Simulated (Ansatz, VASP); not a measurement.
# Mn2Ga2S5: VASP beside Ansatz

One calculation is typed for both programs; each brings its own data sets and cutoff. How far apart do they land? The cell comes out of the VASP series on this material, whose earlier steps may have relaxed, scaled or displaced it; both programs get it as it stands.

Calculated with Ansatz 0.2.0; plane waves, with VASP 6.6.1 beside it; single point at PBEsol, DFT+U and band structure at PBEsol, DFT+U.

In doubt: warnings of the run leave room for a lower electronic state, so energies may not be the lowest and differences between runs may mislead.

## Step 1: Starting point

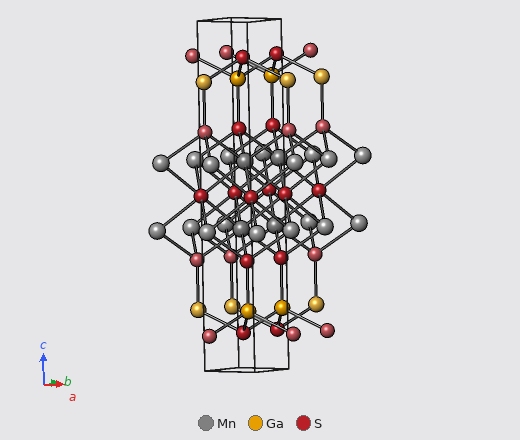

Start, viewed slightly off an axis; manganese grey, gallium orange, sulfur red. 1×2×1 cells are drawn. Some periodic images of atoms are drawn too.

Coordinates:

```cif
data_structure
_symmetry_space_group_name_H-M 'P 1'
_symmetry_Int_Tables_number 1
_cell_length_a 3.6778
_cell_length_b 3.6778
_cell_length_c 15.2623
_cell_angle_alpha 90.000
_cell_angle_beta 90.000
_cell_angle_gamma 120.000
_cell_volume 178.78
loop_
_atom_site_label
_atom_site_type_symbol
_atom_site_fract_x
_atom_site_fract_y
_atom_site_fract_z
_atom_site_occupancy
Mn1 Mn 0.33333 0.66667 0.40106 1
Mn2 Mn 0.66667 0.33333 0.59894 1
Ga3 Ga 0.33333 0.66667 0.83005 1
Ga4 Ga 0.66667 0.33333 0.16995 1
S5 S 0.00000 0.00000 0.50000 1
S6 S 0.33333 0.66667 0.68659 1
S7 S 0.66667 0.33333 0.31341 1
S8 S 0.33333 0.66667 0.10410 1
S9 S 0.66667 0.33333 0.89590 1
```

## Step 2: Ansatz: single point, PBEsol, DFT+U

Ansatz runs on its default PAW (the set named soft_2) files.

With cell and atoms fixed, the geometry can't cause a difference; cores, projectors, grids and the points listed under the comparison can.

Contents of input.yaml:

```yaml
crystal:
  lattice:
    - [3.6777737886, 0.0, 0.0]
    - [-1.8388868943, 3.1850455303, 0.0]
    - [0.0, 0.0, 15.2622548841]
  atoms:
    - { symbol: Mn, position: [0.33333333, 0.66666667, 0.4010638604], spin: 4.0 }
    - { symbol: Mn, position: [0.66666667, 0.33333333, 0.5989361396], spin: 4.0 }
    - { symbol: Ga, position: [0.33333333, 0.66666667, 0.8300474443] }
    - { symbol: Ga, position: [0.66666667, 0.33333333, 0.1699525557] }
    - { symbol: S, position: [0.0, 0.0, 0.5] }
    - { symbol: S, position: [0.33333333, 0.66666667, 0.6865869168] }
    - { symbol: S, position: [0.66666667, 0.33333333, 0.3134130832] }
    - { symbol: S, position: [0.33333333, 0.66666667, 0.1040994501] }
    - { symbol: S, position: [0.66666667, 0.33333333, 0.8959005499] }
hamiltonian:
  xc: pbesol
  pseudopotentials: { kind: paw }
  hubbard: { sites: [{ species: Mn, l: d, u_eff: 3.0 }] }
magnetization:
  spin_polarized: true
kpoints:
  mp_grid: { grid: [6, 6, 2] }
scf:
  occupations: { method: gaussian, width: 0.05 }
  n_extra_bands: 12
output:
  forces: true
  stress: true
  eigenvalues: true
  write_density: true
  write_potential: true
  elf: true
  volumetric_format: npy
```

On the command line:

```bash
> ansatz run input.yaml --threads 4 --pin off --max-ram 9216MiB --backend cpu --events-out ev --progress --plain --runs-dir out
```

Numbers of over 12 decimals in the logs are rounded to 6 here.

Log:

```text
Warning: the band count 55 (scf.n_extra_bands) hosts the net moment |M| = 8.0000 μB (N_el = 86) but caps the reachable moment at 2·n_bands − N_el = 24.0000 μB, below the 57 bands that the automatic rule leaves for it — a moment growing past the seed, or the majority channel's smearing tail, pins there with fewer empty majority states than that count leaves; raise or omit scf.n_extra_bands unless the cap is intended
Mn: projections on atomic orbitals take those of the free atom [Ne] 3s2 3p6 3d5 4s2, of charge +0.00 (hamiltonian.pseudopotentials.projection_atoms); the dataset's partial waves leave at most 9.0e-7 of an orbital's norm unspanned inside its sphere
Ga: projections on atomic orbitals take those of the free atom [Ar] 3d10 4s2 4p1, of charge +0.00 (hamiltonian.pseudopotentials.projection_atoms); the dataset's partial waves leave at most 1.1e-6 of an orbital's norm unspanned inside its sphere
S: projections on atomic orbitals take those of the free atom [Ne] 3s2 3p4, of charge +0.00 (hamiltonian.pseudopotentials.projection_atoms); the dataset's partial waves leave at most 1.6e-7 of an orbital's norm unspanned inside its sphere
scf.n_extra_bands = 12 over 43 filled bands (N_el = 86.0): the run solves 55 bands
Engine: ansatz 0.2.0, aarch64-unknown-linux-gnu
Pseudopotentials: kind: paw
Pseudopotential: Mn, paw, valence charge 15, recommended cutoff 420 eV (normal), Mn.paw.azcp
Pseudopotential: Ga, paw, valence charge 13, recommended cutoff 420 eV (normal), Ga.paw.azcp
Pseudopotential: S, paw, valence charge 6, recommended cutoff 420 eV (normal), S.paw.azcp
Functional definition: PBEsol
  exchange = pbesol_x
  correlation = pbesol_c
Crystal: 9 atoms, lattice volume = 178.780 Å³
Basis set: ecut = 420 eV, 3483 PW (Γ), exchange–correlation on 50×50×216 points (8 copies of the dense FFT grid, shifted against one another)
Bands: 55, of which v1, the nominal top of the filled ones, is band 43 counted from 1 (42 counted from 0)
Symmetry: 12 space group operations
Space group: P-3m1 (ITA 164), of the structure as read, at distance tolerance 5.6e-5 Å
Magnetic group: BNS 164.85 (UNI 1315), of the structure as read, at distance tolerance 5.6e-5 Å
k-points: 14 of 72
Non-local potential: Mn, projectors of the file, l = 0: 3, l = 1: 2, l = 2: 3, l = 3: 1
Non-local potential: Ga, projectors of the file, l = 0: 2, l = 1: 2, l = 2: 3, l = 3: 1
Non-local potential: S, projectors of the file, l = 0: 2, l = 1: 2, l = 2: 2
PAW form: soft (Blöchl's): semilocal exchange-correlation on the pseudo side does not see the compensation charge
PAW frozen core: Mn, regenerated for the run's functional, and the local potential with it (the file was generated under x = pbe(κ = 0.804, μ = 0.219515), c = pbe(β = 0.066725))
PAW frozen core: Ga, regenerated for the run's functional, and the local potential with it (the file was generated under x = pbe(κ = 0.804, μ = 0.219515), c = pbe(β = 0.066725))
PAW frozen core: S, regenerated for the run's functional, and the local potential with it (the file was generated under x = pbe(κ = 0.804, μ = 0.219515), c = pbe(β = 0.066725))
PAW one-centre angular grid: Mn, 590 points (default); XC on 64 Gauss nodes
PAW one-centre angular grid: Ga, 590 points (default); XC on 64 Gauss nodes
PAW one-centre angular grid: S, 110 points (default); XC on 64 Gauss nodes
Initial density: superposition of atomic densities (chi_scale 0.1, normalization cell, long waves kept whole (reshape's long-wave potential 4.50 eV rms))
Starting moments: Σ|m| = 8 μB on 2 of 9 sites
Initial wavefunctions: pseudopotential atomic-orbital guess
Functional: x = pbesol(κ = 0.804, μ = 0.123457), c = pbesol(β = 0.046)
SCF iter   1: F=—  HF=-19746.815909 eV  |F-HF|=—  |Δ(HF+E_count)|=         —  Δρ=3.67e-1 (↑1.08e-1 ↓3.67e-1)  dr2=2.68e3  dr2_m=3.26e1  M=0.496 μB ∫|m|=0.813 μB  β_m=0.30  ethr=3.10e-3  ⟨swp⟩=11.0  Hψ=7820  notcnv=0
preconditioner: auto → Kerker (q_TF=auto, 2.415 Å⁻¹)  [metal: Δε(μ)=0.015 eV  Ē_g=10.973 eV  σ=0.050 eV  W_gap=0.16  n_scr=52 (ndim 8)  ℏωp=23.2 eV  f_vac=0.015  D(μ)=6.31/eV (n_scr^D=54)]
spin=Collinear: Kerker preconditioning applied to the charge; magnetization (m = ρ↑ − ρ↓) channel mixes plain (no charge-response kernel on spin).
SCF iter   2: F=—  HF=-19670.532960 eV  |F-HF|=—  |Δ(HF+E_count)|=    7.63e1  Δρ=9.19e-2 (↑7.56e-2 ↓9.19e-2)  dr2=2.60e2  dr2_m=9.36e-1  M=7.445 μB ∫|m|=7.905 μB  β_m=1.00  ethr=3.10e-3  ⟨swp⟩=4.6  Hψ=4556  notcnv=0  defer=167
SCF iter   3: F=—  HF=-19660.607749 eV  |F-HF|=—  |Δ(HF+E_count)|=    9.93e0  Δρ=3.07e-2 (↑3.07e-2 ↓3.05e-2)  dr2=2.61e2  dr2_m=3.75e-2  M=6.686 μB ∫|m|=7.543 μB  β_m=1.00  ethr=3.10e-3  ⟨swp⟩=4.3  Hψ=3788  notcnv=0  defer=122
SCF iter   4: F=—  HF=-19653.939090 eV  |F-HF|=—  |Δ(HF+E_count)|=    6.67e0  Δρ=5.24e-2 (↑4.88e-2 ↓5.24e-2)  dr2=1.35e1  dr2_m=3.32e0  M=9.500 μB ∫|m|=9.502 μB  β_m=1.00  ethr=3.10e-3  ⟨swp⟩=5.6  Hψ=3776  notcnv=0  defer=120
SCF iter   5: F=—  HF=-19652.531679 eV  |F-HF|=—  |Δ(HF+E_count)|=    1.41e0  Δρ=1.79e-2 (↑1.79e-2 ↓1.77e-2)  dr2=7.69e0  dr2_m=9.10e-2  M=9.992 μB ∫|m|=9.992 μB  β_m=1.00  ethr=3.10e-3  ⟨swp⟩=4.5  Hψ=2921  notcnv=0  defer=94
[...]
SCF iter  12: F=—  HF=-19652.209348 eV  |F-HF|=—  |Δ(HF+E_count)|=   2.01e-3  Δρ=6.88e-4 (↑6.88e-4 ↓6.66e-4)  dr2=6.46e-3  dr2_m=2.01e-5  M=9.999 μB ∫|m|=10.011 μB  β_m=0.77  ethr=3.21e-5  ⟨swp⟩=3.8  Hψ=2982  notcnv=0  defer=88
SCF iter  13: F=—  HF=-19652.207387 eV  |F-HF|=—  |Δ(HF+E_count)|=   1.96e-3  Δρ=3.69e-4 (↑3.69e-4 ↓2.74e-4)  dr2=2.78e-3  dr2_m=1.61e-5  M=9.998 μB ∫|m|=10.010 μB  β_m=0.76  ethr=7.51e-6  ⟨swp⟩=2.0  Hψ=2424  notcnv=0  defer=88
SCF iter  14: F=—  HF=-19652.207598 eV  |F-HF|=—  |Δ(HF+E_count)|=   2.11e-4  Δρ=1.20e-4 (↑1.17e-4 ↓1.20e-4)  dr2=3.78e-4  dr2_m=1.19e-6  M=9.996 μB ∫|m|=10.009 μB  β_m=0.88  ethr=3.23e-6  ⟨swp⟩=2.3  Hψ=2523  notcnv=0  defer=88
SCF iter  15: F=—  HF=-19652.207678 eV  |F-HF|=—  |Δ(HF+E_count)|=   7.95e-5  Δρ=5.13e-5 (↑4.94e-5 ↓5.13e-5)  dr2=6.70e-5  dr2_m=4.57e-8  M=9.996 μB ∫|m|=10.009 μB  β_m=0.94  ethr=4.39e-7  ⟨swp⟩=2.0  Hψ=2016  notcnv=0  defer=88
SCF iter  16: F=—  HF=-19652.207682 eV  |F-HF|=—  |Δ(HF+E_count)|=   4.53e-6  Δρ=2.81e-5 (↑2.81e-5 ↓1.95e-5)  dr2=7.65e-6  dr2_m=9.93e-8  M=9.996 μB ∫|m|=10.009 μB  β_m=0.97  ethr=7.79e-8  ⟨swp⟩=2.0  Hψ=2105  notcnv=0  defer=88
SCF iter  17: F=—  HF=-19652.207683 eV  |F-HF|=—  |Δ(HF+E_count)|=   1.94e-7  Δρ=2.47e-5 (↑2.47e-5 ↓1.09e-5)  dr2=1.84e-6  dr2_m=1.06e-7  M=9.996 μB ∫|m|=10.009 μB  β_m=0.89  ethr=8.90e-9  ⟨swp⟩=2.0  Hψ=2600  notcnv=0  defer=88
SCF iter  18: F=—  HF=-19652.207683 eV  |F-HF|=—  |Δ(HF+E_count)|=   5.95e-8  Δρ=7.57e-6 (↑7.57e-6 ↓4.08e-6)  dr2=4.45e-7  dr2_m=9.98e-9  M=9.996 μB ∫|m|=10.009 μB  β_m=0.84  ethr=2.14e-9  ⟨swp⟩=2.0  Hψ=2643  notcnv=0  defer=88
iter 19 met the thresholds in force, and the SCF goes on: an eigenvalue changes by 0.62 meV, over its tolerance of 0.50 meV (output.eigenvalues, Limitations)
SCF iter  19: F=-19652.207683 eV  HF=-19652.207683 eV  |F-HF|=9.51e-9  |Δ(HF+E_count)|=   3.77e-8  Δρ=2.16e-6 (↑2.16e-6 ↓2.12e-6)  dr2=9.26e-8  dr2_m=2.19e-10  M=9.996 μB ∫|m|=10.009 μB  β_m=0.92  ethr=1.16e-10  ⟨swp⟩=19.3  Hψ=14265  notcnv=0
SCF iter  20: F=-19652.207683 eV  HF=-19652.207683 eV  |F-HF|=8.44e-9  |Δ(HF+E_count)|=   3.29e-8  Δρ=1.33e-6 (↑1.33e-6 ↓8.20e-7)  dr2=2.02e-8  dr2_m=2.44e-10  M=9.996 μB ∫|m|=10.009 μB  ethr=1.08e-10  ⟨swp⟩=5.4  Hψ=8423  notcnv=0
SCF 1 converged in 20 iterations: F = -19652.207683 eV  dr2 = 2.02e-8
  greatest PAW one-centre occupation: 1.003 electrons in one spin orbital (limit 2), on the Mn atom at site 1 (counted from 0), in its partial waves of l = 1
WARN: an SCF from antiferromagnetic starting moments (-4.50, 4.50, 0.00, 0.00, 0.00, 0.00, 0.00, 0.00, 0.00 Bohr magnetons, atom by atom) was not made, by what the run has read of turns of its moments that order reads lower: the deck asks for what bars it, or types moments that do (magnetization.spin_polarized, in the input reference, names some of the keys), or the run goes by scf.lower_state_search: light, the default, which as a rule tries one only behind a close that has lost an order of both signs, or on which an open d or half-filled 4f shell of a PAW file has lost a moment that was set nearer to Hund's than to what is left; [rest of the remark cut]
SCF converged after 20 iterations
an eigenvalue changed by more than its tolerance at an iteration that met the thresholds in force, so the SCF went on 1 time: the last check found none over its tolerance
Magnetization: 9.9959 μB (47.9980 up, 38.0020 down)
Absolute magnetization: 10.0065 μB (∫|ρ↑−ρ↓|, with the PAW one-centre terms)
Spin contamination: 0.0263 ħ² per cell (⟨S²⟩ above its minimum at these occupations)
Per-site moments (μB) at R_I (Å): [(4.346357, 1.035223), (4.346357, 1.035223), (0.013465, 0.903182), (0.013465, 0.903182), (0.123582, 1.074777), (0.055529, 0.903182), (0.055529, 0.903182), (0.019735, 0.969053), (0.019735, 0.969053)]
Free energy (F): -19652.207683 eV
Harris-Foulkes:  -19652.207683 eV  (|F-HF|=8.44e-9)
Internal energy: -19652.207359 eV  (E = F + TS)
E sigma→0 (E₀):  -19652.207521 eV
Entropy (-TS):   -0.000324 eV (-0.036 meV/atom)
Fermi energy:    8.162459 eV
--- Per-component energies (eV) ---
  E_band       = -823.211225
  E_kinetic    = 1362.193674
  E_local      = -11890.909263  (includes V_loc(G=0)·N_el)
  E_nonlocal   = 1507.553448
  E_hartree    = 5257.944446
  E_xc         = -836.643438
  E_vxc        = -834.440436  (∫ρ·V_xc dr)
  E_hubbard    = 1.054633  (on-site DFT+U / exact-exchange correction)
  E_vhub       = -13.802937  (the Hubbard potential's part of the band-sum identity)
  E_paw        = -9378.611495  (= ΣΔE_a)
  E_vpaw       = -1469.690870  (= ΣTr[D̂ρ^β])
  E_aug_tail   = -0.000245  (compensation charges beyond the density's cutoff)
  E_ewald      = -5677.164121
  E_core_change = 2.375003  (= ΣΔE_core)
  E_smearing   = -0.000324  (= −TS)
  E_closure    = 0.000000  (closes the sum)
  Σ components = -19652.207683   (vs F -19652.207683, Δ=0.00e0)
--- Forces (eV/Å), atoms counted from 1 ---
  atom   1  Mn    -0.00000000    -0.00000000    -0.04030832
  atom   2  Mn    -0.00000000     0.00000000     0.04030832
  atom   3  Ga     0.00000000    -0.00000000     0.03390546
  atom   4  Ga     0.00000000     0.00000000    -0.03390546
  atom   5  S      0.00000000     0.00000000     0.00000000
  atom   6  S      0.00000000    -0.00000000    -0.02985418
  atom   7  S      0.00000000     0.00000000     0.02985418
  atom   8  S     -0.00000000    -0.00000000     0.00634726
  atom   9  S      0.00000000     0.00000000    -0.00634726
  max |Σ_I F_I| component: 1.39e-17 eV/Å
--- Stress (GPa, compression-positive) ---
        0.582241       0.000000      -0.000000
        0.000000       0.582241      -0.000000
       -0.000000      -0.000000       0.531460
  P = ⅓ Tr σ = 0.5653 GPa (5.653 kbar)
--- Band table (eV; the first three rows and the last of 28) ---
  k-point 0 ↑: bands = [... 39 lower, 5.1365, 5.1365, 6.0926, 6.7183, 6.7183, 7.3480, 7.3480, 8.1018, ... 8 higher]
  k-point 1 ↑: bands = [... 39 lower, 5.1428, 5.3367, 5.5847, 6.7162, 6.7162, 7.3494, 7.3494, 8.1020, ... 8 higher]
  k-point 2 ↑: bands = [... 39 lower, 4.7226, 4.7915, 5.8749, 6.0442, 6.4664, 6.6003, 7.1044, 7.1496, ... 8 higher]
  k-point 13 ↓: bands = [... 39 lower, 9.9617, 10.1824, 10.4886, 10.5916, 10.6285, 10.6285, 11.0142, 11.0142, ... 8 higher]
Occupation matrices written to <dir>
```

It took 13 s on 4 threads of Arm Neoverse V2, shared host; peak memory 0.81 GiB.

The run ends at a pressure of 0.57 GPa, with forces up to 0.040 eV/Å.

(Part 1 of 3 ends here.)

[Lines on the potential files, build, host, timing and source positions are cut from VASP's logs without a mark.]

[Logs are printed without paths, hosts, clocks, repeated set-up lines and the standing remarks that a program may print on its own settings, such as how far it seeks lower states.]

[Hosts, paths, dates, database ids (printed as entryN), source tags and the programs' standing remarks are cut or masked in the printed files.]
